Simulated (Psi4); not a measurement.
**AlH3SO (SMILES [OH][AlH][SH]) at MP2/def2-TZVPD (density fitting with cc-pvtz-jkfit, density fitting for correlation, sweep point 4)**

Aim: the vertical ionisation energy of AlH3SO at MP2/def2-TZVPD (density fitting with cc-pvtz-jkfit, density fitting for correlation, sweep point 4), from 2 runs. The job is set up through a Python script.

The results are computed with Psi4 1.11.

4 further runs of the same task are left out: 2 that didn't finish, 2 set aside as unsound or not needed.

### Step 1. Starting point

AlH3SO has 6 atoms, charge 0, and is taken as a singlet. As SMILES, `[OH][AlH][SH]`. Geometry: relaxed at PBE0-D4/def2-TZVP. This is one conformer, not always the lowest.

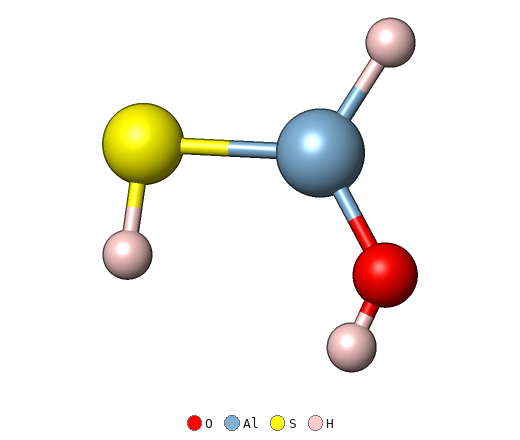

The structure, seen from a chosen angle (oxygen red, aluminium light blue, sulfur yellow, hydrogen pink).

### Step 2. The energy at MP2/def2-TZVPD (density fitting with cc-pvtz-jkfit, density fitting for correlation, sweep point 4)

Input file alh3os.py:

```python
import psi4

psi4.set_memory(1600000000)
psi4.set_num_threads(1)
psi4.set_output_file('output.dat', False)

geom = psi4.geometry("""
O     -1.108900    -0.531100    -0.885000
Al     0.267100     0.390800    -0.551000
S      1.228200     0.385700     1.412200
H     -1.564400    -1.105800    -0.273700
H      0.868700     1.276400    -1.698100
H      0.351400    -0.480000     1.949300
symmetry c1
""")

psi4.set_options({
    'basis': 'def2-TZVPD',
    'puream': True,
    'scf_type': 'df',
    'num_frozen_docc': 11,
    'df_basis_scf': 'cc-pvtz-jkfit',
})

e_tot = psi4.energy("mp2", molecule=geom)
print(f'mp2 energy: {e_tot:.10f} Eh')
```

The run is started by

```
python alh3os.py
```

output.dat:

```text
[...]
  Running in c1 symmetry.
[...]
  Nuclear repulsion =  131.686377877149908
[...]
  Multiplicity = 1
[...]
  Nalpha       = 20
  Nbeta        = 20
[...]
    Number of basis functions: 156
[...]
   @DF-RHF iter   1:  -716.08484781742357   -8.42034e-01   3.75860e-03 DIIS/ADIIS
[...]
   @DF-RHF iter  11:  -716.21762829060060   -1.98952e-11   6.78477e-09 DIIS
[...]
    Orbital Energies [Eh]
    ---------------------
    Doubly Occupied:
       1A    -91.946558     2A    -58.490152     3A    -20.549375
       4A     -8.953165     5A     -6.634590     6A     -6.633732
       7A     -6.633224     8A     -4.904839     9A     -3.220835
      10A     -3.219369    11A     -3.218444    12A     -1.316354
      13A     -0.956717    14A     -0.699672    15A     -0.563590
      16A     -0.545123    17A     -0.512649    18A     -0.484986
      19A     -0.428579    20A     -0.389056
[...]
  @DF-RHF Final Energy:  -716.21762829060060
   => Energetics <=
    Nuclear Repulsion Energy =            131.6863778771499085
    One-Electron Energy =               -1255.2059916579401033
    Two-Electron Energy =                 407.3019854901896224
    Total Energy =                       -716.2176282906006008
[...]
 Multipole Moments:
 ------------------------------------------------------------------------------------
     Multipole            Electronic (a.u.)      Nuclear  (a.u.)        Total (a.u.)
 ------------------------------------------------------------------------------------
 L = 1.  Multiply by 2.5417464519 to convert [e a0] to [Debye]
 Dipole X            :          0.8800494           -1.2411211           -0.3610717
 Dipole Y            :          0.6038949           -0.9906190           -0.3867241
 Dipole Z            :          0.1793807            0.1271209            0.3065016
 Magnitude           :                                                    0.6114504
[...]
```

Standard output:

```text
mp2 energy: -716.7082340238 Eh
```

It took 2.5 s on 1 thread of Intel Xeon 6975P-C (Granite Rapids), shared host; peak memory 0.28 GiB.

### Step 3. The doublet cation

Input file job.py:

```python
import psi4

psi4.set_memory('1600 MB')
psi4.set_num_threads(1)
psi4.set_output_file('output.dat', False)

molecule = psi4.geometry("""
1 2
O     -1.108900    -0.531100    -0.885000
Al     0.267100     0.390800    -0.551000
S      1.228200     0.385700     1.412200
H     -1.564400    -1.105800    -0.273700
H      0.868700     1.276400    -1.698100
H      0.351400    -0.480000     1.949300
symmetry c1
""")

options = {'basis': 'def2-TZVPD', 'reference': 'uhf', 'puream': True, 'scf_type': 'df', 'num_frozen_docc': 11, 'df_basis_scf': 'cc-pvtz-jkfit', 'maxiter': 150}
psi4.set_options(options)

e_tot, wfn = psi4.energy('mp2', molecule=molecule, return_wfn=True)
print(f'total energy {e_tot:.8f} hartree = {e_tot * 27.211386:.5f} eV')
```

The run is started by

```
python job.py
```

output.dat:

```text
[...]
  Running in c1 symmetry.
[...]
  Nuclear repulsion =  131.686377877149908
[...]
  Multiplicity = 2
[...]
  Nalpha       = 20
  Nbeta        = 19
[...]
    Number of basis functions: 156
[...]
   @DF-UHF iter   1:  -715.72608246367270   -4.83269e-01   3.75516e-03 ADIIS/DIIS
[...]
   @DF-UHF iter  15:  -715.88219750356848   -1.54614e-11   8.47635e-09 DIIS
[...]
   @S^2 Observed:                7.639350487E-01
[...]
    Orbital Energies [Eh]
    ---------------------
    Alpha Occupied:
       1A    -92.299171     2A    -58.704983     3A    -20.726893
       4A     -9.303888     5A     -6.999966     6A     -6.981055
       7A     -6.980079     8A     -5.120357     9A     -3.435935
      10A     -3.434972    11A     -3.432732    12A     -1.489533
      13A     -1.311752    14A     -0.879220    15A     -0.857286
      16A     -0.781498    17A     -0.776904    18A     -0.695937
      19A     -0.682827    20A     -0.651557
    Alpha Virtual:
      21A     -0.127351    22A     -0.123696    23A     -0.108564
      24A     -0.074643    25A     -0.067494    26A     -0.066950
[...]
  @DF-UHF Final Energy:  -715.88219750356848
   => Energetics <=
    Nuclear Repulsion Energy =            131.6863778771499085
    One-Electron Energy =               -1245.0290936640499240
    Two-Electron Energy =                 397.4605182833315098
    Total Energy =                       -715.8821975035684773
  UHF NO Occupations:
  HONO-2 :   18  A 1.9994902
  HONO-1 :   19  A 1.9939922
[...]
 Multipole Moments:
 ------------------------------------------------------------------------------------
     Multipole            Electronic (a.u.)      Nuclear  (a.u.)        Total (a.u.)
 ------------------------------------------------------------------------------------
 L = 1.  Multiply by 2.5417464519 to convert [e a0] to [Debye]
 Dipole X            :          1.9121757           -1.2411211            0.6710546
 Dipole Y            :          0.8441148           -0.9906190           -0.1465042
 Dipole Z            :          1.6340495            0.1271209            1.7611704
 Magnitude           :                                                    1.8903700
[...]
```

Standard output:

```text
total energy -716.33178202 hartree = -19492.38062 eV
```

Run time: 3.3 s. Hardware: 1 thread of Intel Xeon 6975P-C (Granite Rapids), shared host; peak memory 0.28 GiB.

### Step 4. Results

At MP2/def2-TZVPD (density fitting with cc-pvtz-jkfit, density fitting for correlation, sweep point 4), 11 core orbitals frozen:

| quantity | value |
| --- | --- |
| singlet AlH3SO: total energy | -716.70823 Eh |
| singlet AlH3SO: HOMO energy (Hartree–Fock orbitals) | -10.59 eV |
| singlet AlH3SO: LUMO energy (Hartree–Fock orbitals) | 1.00 eV |
| singlet AlH3SO: HOMO–LUMO gap (Hartree–Fock orbitals) | 11.59 eV |
| singlet AlH3SO: correlation energy (11 core orbitals frozen) | -490.6 mEh |
| doublet cation: total energy | -716.33178 Eh |
| doublet cation: HOMO energy (Hartree–Fock orbitals) (highest over α and β) | -17.71 eV |
| doublet cation: LUMO energy (Hartree–Fock orbitals) (lowest over α and β) | -7.93 eV |
| doublet cation: correlation energy (11 core orbitals frozen) | -449.6 mEh |
| doublet cation: ⟨S²⟩ of the reference determinant | 0.764 |
| vertical ionisation energy (to the doublet cation) | 10.244 eV |

The vertical ionisation energy comes to 10.24 eV (988 kJ/mol).
